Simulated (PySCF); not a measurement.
Consider C3H15BN2Si2 (SMILES CN[SiH2][SiH2]NB(C)C).

```xyz
23

C     4.6457   -0.6446   -0.2706
N     3.2541   -0.8385    0.0496
Si    2.0180    0.2258   -0.4891
Si    0.0781   -0.6094    0.4045
N    -1.1450    0.5672    0.0033
B    -2.5388    0.5141    0.1601
C    -3.2018   -0.7911    0.7655
C    -3.4380    1.7460   -0.2839
H     4.9144   -1.0600   -1.2487
H     5.2793   -1.1091    0.4878
H     4.8507    0.4230   -0.2877
H     3.0344   -1.8162    0.1616
H     1.9924    0.3963   -1.9632
H     2.4523    1.5489   -0.0038
H     0.0616   -0.7964    1.8676
H    -0.3502   -1.9078   -0.1498
H    -0.7912    1.4228   -0.4007
H    -2.6478   -1.1631    1.6241
H    -3.1921   -1.5904    0.0256
H    -4.2359   -0.6461    1.0684
H    -3.9626    2.1666    0.5732
H    -4.2088    1.4358   -0.9879
H    -2.8734    2.5532   -0.7480
```

Geometry: GFN2-xTB.

Theory: PBE0/pcSseg-1, SCF density, gas phase, non-relativistic in PySCF.

Question: What will maps of the electron density and electron localisation function show?

Answer: B–N (1.40 Å): the density is about 1.9 e/Å³ at the midpoint; the ELF peaks at about 0.95 between the atoms (a short, strongly polar bond).
C–N (1.44 Å): ρ at the midpoint is about 1.9 e/Å³; the ELF peaks at about 0.90 between the atoms (a covalent bond).
C–B (1.58 Å): ρ is about 1.4 e/Å³ halfway; the ELF peaks at about 1 between the atoms: a covalent bond.
Si–N (1.72 Å): ρ at the midpoint is about 1.1 e/Å³; the ELF peaks at about 0.90 between the atoms; a shared but strongly polarised pair.

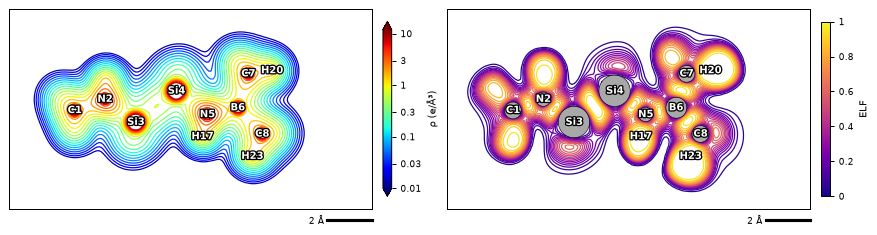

Computed electron density and electron localisation function on the plane of atoms B6, C8 and H23, in this order. Grey discs cover the atomic cores in the ELF map. 
